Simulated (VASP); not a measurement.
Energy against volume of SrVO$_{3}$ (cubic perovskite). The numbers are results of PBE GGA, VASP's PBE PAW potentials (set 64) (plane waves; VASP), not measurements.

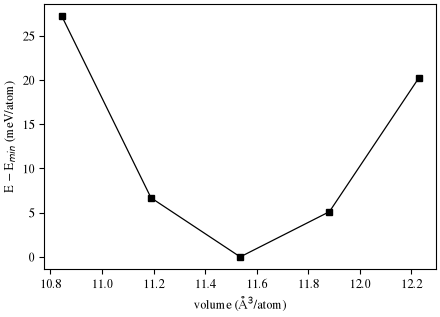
Fig. 1. Energy against volume

Q: Estimate the equilibrium volume and the bulk modulus.

A: The minimum lies near 11.5 Å³/atom, and the curvature gives B0 of about 180 GPa.

Measured: a 3.842 Å (computed value off by +0.6 %), as given by Samuel D. Marks et al., Physical Review Materials (2021), arXiv:2103.05797. The calculation is for a static lattice, while the measured a holds thermal and zero-point effects, which are part of the difference.

The compound is SrVO3 in the cubic perovskite structure. It was relaxed first. The run is not spin-polarised, so no magnetic state was tried.
